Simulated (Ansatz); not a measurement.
# How methods differ on InNH3 (SMILES [NH2][InH])

The species is InNH3 (5 atoms), meant as a doublet with charge 0. SMILES: `[NH2][InH]`. Geometry: optimised at wB97X-V/def2-SVP. This is one conformer, not always the lowest.

```xyz
5

N    -0.1783   -0.7750    0.1637
In    0.8160    0.9833    0.3417
H    -0.9169   -0.9477   -0.5130
H    -0.0156   -1.5951    0.7388
H     0.3447    2.2606   -0.7727
```

Quantity: the dissociation energy of the H3–N1 bond into doublet H and singlet InNH2 (shapes relaxed at wB97X-V/def2-SVP, no zero-point term), in eV. The values are calculated.

```csv
level,kind,program,value (eV)
UHF/def2-TZVPP (core potential),Hartree–Fock,Ansatz,4.26
USVWN5/def2-TZVPP (core potential),LDA,Ansatz,3.89
UBLYP/def2-TZVPP (core potential),GGA,Ansatz,3.58
U-r2SCAN/def2-TZVPP (core potential),meta-GGA,Ansatz,3.84
UB3LYP/def2-TZVPP (core potential),global hybrid,Ansatz,3.86
U-wB97M-V/def2-TZVPP (core potential),range-separated hybrid,Ansatz,4.01
UB2PLYP/def2-TZVPP (core potential),double hybrid,Ansatz,3.70
RPA@PBE/def2-TZVPP (core potential),RPA,Ansatz,3.62
```

Spin-orbit coupling, which can split open shells on such heavy atoms by tenths of an eV, is left out. The values span 3.58 to 4.26 eV. A fragment with an even electron count was run as a singlet and may have a lower triplet. Measured bond enthalpies also hold zero-point and thermal terms, a few tenths of an eV less.

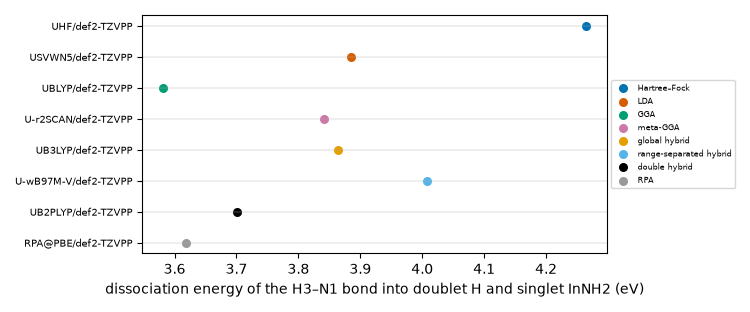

The values of the table, level by level.
